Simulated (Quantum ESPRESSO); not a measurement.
## The valence band of MoS2 as photoemission sees it

Wanted: projected DOS of MoS2, weighted into photoemission and X-ray emission spectra, at several levels of theory.

Calculated with Quantum ESPRESSO 7.5; DFT, LDA, plane waves, ultrasoft GBRV pseudopotentials, scalar-relativistic, in the first sound run; inputs show where later runs differ.

## 1. The structure

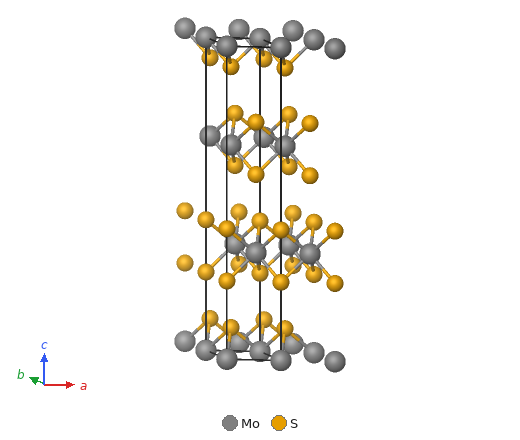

The starting structure, seen slightly off an axis (molybdenum grey, sulfur orange). 2×2×1 cells are drawn. This picture shows the conventional cell, with its axes. Bonds to atoms that aren't drawn are left out. Some periodic images of atoms are drawn too.

## 2. The base run: self-consistent run

First the self-consistent run; potential, DOS and bands follow from it in later steps.

The input, scf.in:

```
&control
  calculation = 'scf'
  prefix = 'pes'
  outdir = './tmp'
  pseudo_dir = './pp'
  tprnfor = .true.
  tstress = .true.
/
&system
  ibrav = 0
  nat = 3
  ntyp = 2
  ecutwfc = 40.0
  ecutrho = 200.0
  occupations = 'smearing'
  nbnd = 23
  smearing = 'fd'
  degauss = 0.00147
/
&electrons
  conv_thr = 1.8e-08
  mixing_beta = 0.5
  electron_maxstep = 120
/
ATOMIC_SPECIES
Mo 95.9500 mo_lda_v1.uspp.F.UPF
S 32.0600 s_lda_v1.4.uspp.F.UPF
CELL_PARAMETERS angstrom
 1.580000000 0.912213425 6.150000000
 -1.580000000 0.912213425 6.150000000
 0.000000000 -1.824426851 6.150000000
ATOMIC_POSITIONS crystal
Mo 0.000000000 0.000000000 0.000000000
S 0.417000000 0.417000000 0.417000000
S 0.250000000 0.250000000 0.250000000
K_POINTS automatic
10 10 10 0 0 0
```

Run with:

```
OMP_NUM_THREADS=1 mpirun -n 4 pw.x -nk 4 -in scf.in > scf.out
```

The program printed:

```text
Program PWSCF v.7.5 starts

     This program is part of the open-source Quantum ESPRESSO suite
     for quantum simulation of materials; please cite
         "P. Giannozzi et al., J. Phys.:Condens. Matter 21 395502 (2009);
         "P. Giannozzi et al., J. Phys.:Condens. Matter 29 465901 (2017);
         "P. Giannozzi et al., J. Chem. Phys. 152 154105 (2020);
          URL
     in publications or presentations arising from this work. More details at

     Parallel version (MPI & OpenMP), running on       4 processor cores
     Number of MPI processes:                 4
     Threads/MPI process:                     1

     MPI processes distributed on     1 nodes
     19556 MiB available memory on the printing compute node when the environment starts

     Current dimensions of program PWSCF are:
     Max number of different atomic species (ntypx) = 10
     Max number of k-points (npk) =  40000
     Max angular momentum in pseudopotentials (lmaxx) =  4
     Message from routine setup:
     using ibrav=0 with symmetry is DISCOURAGED, use correct ibrav instead

     K-points division:     npool     =       4
     Subspace diagonalization in iterative solution of the eigenvalue problem:
     a serial algorithm will be used

     G-vector sticks info
     --------------------
     sticks:   dense  smooth     PW     G-vecs:    dense   smooth      PW
     Sum        1125     899    309                17207    12227    2469

     Using Slab Decomposition

     bravais-lattice index     =            0
     lattice parameter (alat)  =      12.1224  a.u.
     unit-cell volume          =     358.9025 (a.u.)^3
     number of atoms/cell      =            3
     number of atomic types    =            2
     number of electrons       =        26.00
     number of Kohn-Sham states=           23
     kinetic-energy cutoff     =      40.0000  Ry
     charge density cutoff     =     200.0000  Ry
     scf convergence threshold =      1.8E-08
     mixing beta               =       0.5000
     number of iterations used =            8  plain     mixing
     Exchange-correlation=  SLA  PZ   NOGX NOGC
                           (   1   1   0   0   0   0   0)

     celldm(1)=  12.122418  celldm(2)=   0.000000  celldm(3)=   0.000000
     celldm(4)=   0.000000  celldm(5)=   0.000000  celldm(6)=   0.000000

     crystal axes: (cart. coord. in units of alat)
               a(1) = (   0.246301   0.142202   0.958704 )
               a(2) = (  -0.246301   0.142202   0.958704 )
               a(3) = (   0.000000  -0.284404   0.958704 )

     reciprocal axes: (cart. coord. in units 2 pi/alat)
               b(1) = (  2.030034  1.172041  0.347691 )
               b(2) = ( -2.030034  1.172041  0.347691 )
               b(3) = (  0.000000 -2.344081  0.347691 )

     PseudoPot. # 1 for Mo read from file:
     ./pp/mo_lda_v1.uspp.F.UPF
     Pseudo is Ultrasoft + core correction, Zval = 14.0
     Generated by new atomic code, or converted to UPF format
     Using radial grid of  889 points,  6 beta functions with:
                l(1) =   0
                l(2) =   0
                l(3) =   1
                l(4) =   1
                l(5) =   2
                l(6) =   2
     Q(r) pseudized with  6 coefficients,  rinner =    1.000   1.000   1.000
                                                       1.000   1.000

     PseudoPot. # 2 for S  read from file:
     ./pp/s_lda_v1.4.uspp.F.UPF
     Pseudo is Ultrasoft + core correction, Zval =  6.0
     Generated by new atomic code, or converted to UPF format
     Using radial grid of  907 points,  6 beta functions with:
                l(1) =   0
                l(2) =   0
                l(3) =   1
                l(4) =   1
                l(5) =   2
                l(6) =   2
     Q(r) pseudized with  8 coefficients,  rinner =    1.300   1.300   1.300
                                                       1.300   1.300

     atomic species   valence    mass     pseudopotential
     Mo               14.00    95.95000     Mo( 1.00)
     S                 6.00    32.06000     S ( 1.00)

      6 Sym. Ops. (no inversion) found

   Cartesian axes

     site n.     atom                  positions (alat units)
         1        Mo     tau(   1) = (   0.0000000   0.0000000   0.0000000  )
         2        S      tau(   2) = (  -0.0000000  -0.0000000   1.1993393  )
         3        S      tau(   3) = (   0.0000000  -0.0000000   0.7190283  )

     number of k points=   116  Fermi-Dirac smearing, width (Ry)=  0.0015

     Number of k-points >= 100: set verbosity='high' to print them.

     Dense  grid:    17207 G-vectors     FFT dimensions: (  60,  60,  60)

     Smooth grid:    12227 G-vectors     FFT dimensions: (  50,  50,  50)

     Estimated max dynamical RAM per process >      55.44 MB

     Estimated total dynamical RAM >     209.15 MB

     Initial potential from superposition of free atoms

     starting charge      25.9991, renormalised to      26.0000

     negative rho (up, down):  3.382E-05 0.000E+00
     Starting wfcs are   21 randomized atomic wfcs +    2 random wfcs

     total cpu time spent up to now is        1.8 secs

     per-process dynamical memory:    47.1 Mb

     Self-consistent Calculation

     iteration #  1     ecut=    40.00 Ry     beta= 0.50
     Davidson diagonalization with overlap
     ethr =  1.00E-02,  avg # of iterations =  5.8

     Threshold (ethr) on eigenvalues was too large:
     Diagonalizing with lowered threshold

     Davidson diagonalization with overlap
     ethr =  4.10E-04,  avg # of iterations =  3.4

     negative rho (up, down):  3.951E-05 0.000E+00

     total cpu time spent up to now is       11.7 secs

     total energy              =    -187.86370615 Ry
     estimated scf accuracy    <       0.11550559 Ry

     iteration #  2     ecut=    40.00 Ry     beta= 0.50
     Davidson diagonalization with overlap
     ethr =  4.44E-04,  avg # of iterations =  3.0

     negative rho (up, down):  8.095E-05 0.000E+00

     total cpu time spent up to now is       16.2 secs

     total energy              =    -187.86558012 Ry
     estimated scf accuracy    <       0.12895193 Ry

     iteration #  3     ecut=    40.00 Ry     beta= 0.50
     Davidson diagonalization with overlap
     ethr =  4.44E-04,  avg # of iterations =  1.3

     negative rho (up, down):  6.021E-05 0.000E+00

     total cpu time spent up to now is       19.8 secs

     total energy              =    -187.89094674 Ry
     estimated scf accuracy    <       0.03832154 Ry

     iteration #  4     ecut=    40.00 Ry     beta= 0.50
     Davidson diagonalization with overlap
     ethr =  1.47E-04,  avg # of iterations =  1.1

     negative rho (up, down):  7.405E-05 0.000E+00

     total cpu time spent up to now is       23.3 secs

     total energy              =    -187.89581867 Ry
     estimated scf accuracy    <       0.00071553 Ry

     iteration #  5     ecut=    40.00 Ry     beta= 0.50
     Davidson diagonalization with overlap
     c_bands:  1 eigenvalues not converged
     ethr =  2.75E-06,  avg # of iterations =  9.2

     negative rho (up, down):  7.467E-05 0.000E+00

     total cpu time spent up to now is       29.6 secs

     total energy              =    -187.89591706 Ry
     estimated scf accuracy    <       0.00001802 Ry

     iteration #  6     ecut=    40.00 Ry     beta= 0.50
     Davidson diagonalization with overlap
     ethr =  6.93E-08,  avg # of iterations =  4.1

     negative rho (up, down):  7.449E-05 0.000E+00

     total cpu time spent up to now is       34.5 secs

     total energy              =    -187.89592611 Ry
     estimated scf accuracy    <       0.00000719 Ry

     iteration #  7     ecut=    40.00 Ry     beta= 0.50
     Davidson diagonalization with overlap
     ethr =  2.76E-08,  avg # of iterations =  2.0

     negative rho (up, down):  7.404E-05 0.000E+00

     total cpu time spent up to now is       38.2 secs

     total energy              =    -187.89592770 Ry
     estimated scf accuracy    <       0.00000168 Ry

     iteration #  8     ecut=    40.00 Ry     beta= 0.50
     Davidson diagonalization with overlap
     ethr =  6.47E-09,  avg # of iterations =  1.5

     negative rho (up, down):  7.363E-05 0.000E+00

     total cpu time spent up to now is       41.9 secs

     End of self-consistent calculation

     Number of k-points >= 100: set verbosity='high' to print the bands.

     the Fermi energy is    11.3246 ev

!    total energy              =    -187.89592799 Ry
     estimated scf accuracy    <       0.00000002 Ry
     smearing contrib. (-TS)   =      -0.00000000 Ry
     internal energy E=F+TS    =    -187.89592799 Ry

     The total energy is F=E-TS. E is the sum of the following terms:
     one-electron contribution =     -87.76291628 Ry
     hartree contribution      =      54.96705289 Ry
     xc contribution           =     -36.14966760 Ry
     ewald contribution        =    -118.95039701 Ry

     convergence has been achieved in   8 iterations

     negative rho (up, down):  7.363E-05 0.000E+00

     Forces acting on atoms (cartesian axes, Ry/au):

     atom    1 type  1   force =     0.00000000   -0.00000000    0.00326970
     atom    2 type  2   force =     0.00000000   -0.00000000    0.00013638
     atom    3 type  2   force =     0.00000000    0.00000000   -0.00340609

     Total force =     0.004723     Total SCF correction =     0.000217

     Computing stress (Cartesian axis) and pressure

     negative rho (up, down):  7.363E-05 0.000E+00
          total   stress  (Ry/bohr**3)                   (kbar)     P=      -25.08
  -0.00022812  -0.00000000   0.00000000          -33.56       -0.00        0.00
   0.00000000  -0.00022812  -0.00000000            0.00      -33.56       -0.00
  -0.00000000  -0.00000000  -0.00005524           -0.00       -0.00       -8.13

     XML data file, charge density, pseudopotentials, collected wavefunctions

     Called by init_run:

     Called by electrons:

     Called by c_bands:

     Called by *egterg:

     Called by h_psi:
                                        0.00s GPU  (    1232 calls)

     General routines

     Parallel routines

=------------------------------------------------------------------------------=
   JOB DONE.
=------------------------------------------------------------------------------=
```

It took 43 s on 4 MPI ranks of Arm Neoverse V2, shared host; 2.9 min of CPU time.

This step gave:

```
free energy       : -2556.4543 eV
Fermi energy      : 11.32 eV
pressure          : -2.508 GPa
gap on the k-mesh : 0.8789 eV
```

At this level the gap is 0.88 eV on the k-mesh of the self-consistent run, which can miss the band edges.

(Continued in part 2 of 15.)

[Logs are printed without paths, hosts, clocks, repeated set-up lines and the standing remarks that a program may print on its own settings, such as how far it seeks lower states.]

[Hosts, paths, dates, database ids (printed as entryN), source tags and the programs' standing remarks are cut or masked in the printed files.]

[Maps of the electrostatic potential energy from Ansatz leave out the sawtooth potential of an applied field or a dipole correction, so their vacuum need not be flat; work functions include it.]

[Peak lists hold at most the 14 tallest peaks of each spectrum; further lines can be left out.]
